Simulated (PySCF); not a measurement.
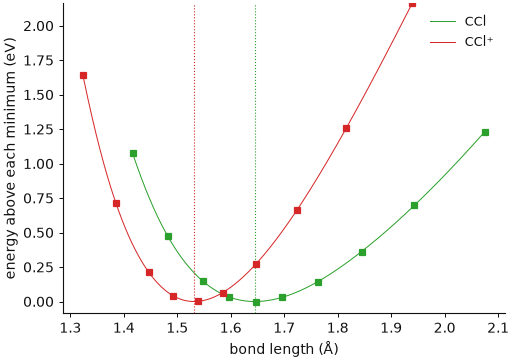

Bond curves of CCl, doublet (excess alpha electrons: πy +1) and CCl⁺, singlet, each counted from its own minimum; dotted lines mark the fitted bond lengths. SCS-MP2/def2-TZVPPD, PySCF 2.14.0, on the lowest solution that a PBE0 search found for each, one reference determinant (UHF and RHF) with the occupation held, inner shells frozen, no spin-orbit coupling.

What does removing an electron do to the bond?

re goes from 1.645 to 1.532 Å (−0.114 Å) and ωe from 885 to 1235 cm⁻¹ (+39 %). The electron leaves a π orbital, which by this response is antibonding in effect (the bond is polar, so the change of ionic attraction counts too).

And the dissociation energies?

De is 3.97 eV for CCl and 6.47 eV for CCl⁺, each to its own lowest fragments (C + Cl; C⁺ + Cl) in their ground configurations, without counterpoise.

Limits of at least one run: lowest determinant of a PBE0 search, another state may lie lower.
